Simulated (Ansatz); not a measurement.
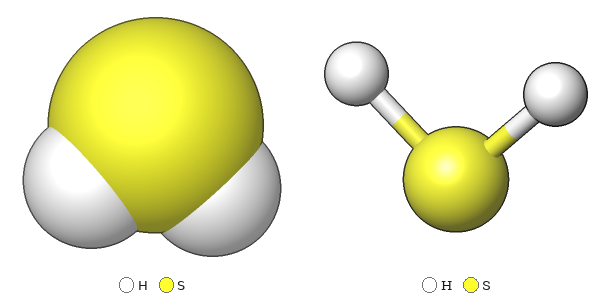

The same structure drawn twice, from different directions.

What is the molecular formula?

H2S, 3 atoms: 2 hydrogen and 1 sulfur.

Give the symmetry (Schoenflies symbol).

C2v.

How many bonds of each kind are drawn?

2 S–H. Sticks follow a distance rule.

More results for the same structure follow; atom numbers are the same in all pictures, views and colours differ. The geometry was computed by an optimisation with PBE0-D4/def2-TZVP.

Dipole moment

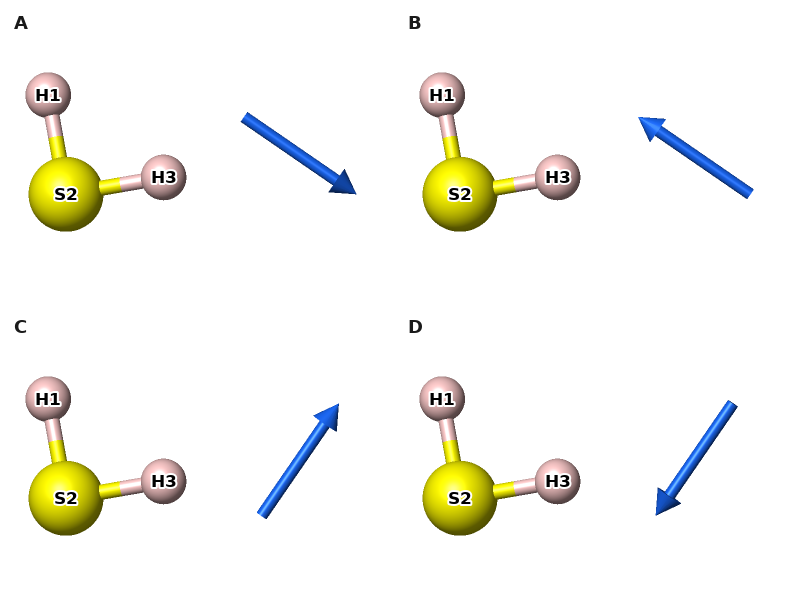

The same molecule four times, each with an arrow. Method: RKS PBE0-D4/def2-TZVP (Ansatz 0.2.0).

Which arrow points along the dipole moment, from the negative to the positive end?

C. The dipole moment is 1.16 D; it points from the side of S2 to the side of H1, H3 (the outermost atoms at the two ends).

Vibrations

Harmonic vibrations computed with RKS PBE0-D4/def2-TZVP (Ansatz 0.2.0) at a stationary point of the same level.

How many vibrational modes are there, and where do they lie?

3 modes: 1209, 2725, 2740 cm⁻¹.

Charges

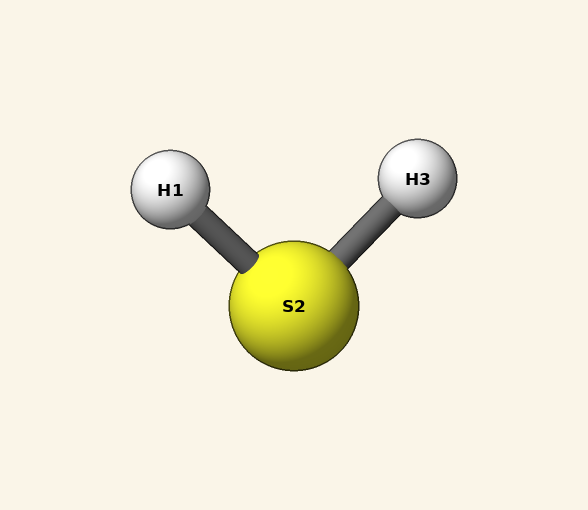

The questions are on Mulliken charges. Level of theory: RKS PBE0-D4/def2-TZVP (Ansatz 0.2.0).

List the Mulliken charges.

| atom | value (e) |
| --- | --- |
| H1 | 0.17 |
| S2 | −0.35 |
| H3 | 0.17 |

Mulliken values depend strongly on the basis set and can even reverse the polarity of a bond.
